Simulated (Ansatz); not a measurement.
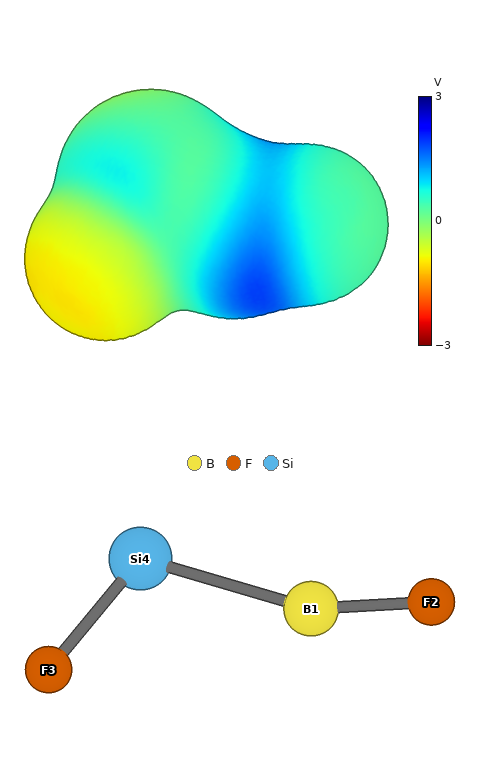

Figure. BF$_{2}$Si (SMILES F/B=[Si]/F) (doublet). The electrostatic potential painted on the density surface at 0.002 e/bohr³, seen at a tilt; red is negative and blue positive. The bare structure is drawn below in the same view.

Geometry: B3LYP/6-31G*.

Level of theory: isolated molecule in a Gaussian basis; Kohn-Sham density functional theory, functional PBE0 (Ansatz).

The calculation's input:

```
basis:
  gaussian: {orbitals: def2-TZVPD}
crystal:
  periodic: [false, false, false]
  atoms:
    - {symbol: B, position_ang: [-3.528134, 1.138345, 1.222940]}
    - {symbol: F, position_ang: [-4.442975, 1.748621, 1.883874]}
    - {symbol: F, position_ang: [-1.796772, -0.004400, -0.713562]}
    - {symbol: Si, position_ang: [-1.888559, 0.028506, 0.923122]}
total_charge: 0
magnetization: {spin_polarized: true, initial_magnetization: 1}
hamiltonian: {xc: {name: PBE0}}
output: {forces: true, orbitals: {seedname: orbitals}}
```

Command:

```sh
ansatz run input.yaml --threads 1 --pin off --max-ram 2610MiB --events-out events.jsonl --progress --plain --runs-dir runs
```

Question: Describe the electrostatic potential map.

Answer: The most negative region (about −1.0 V) lies over F3, the most positive (about +2.0 V) over B1.
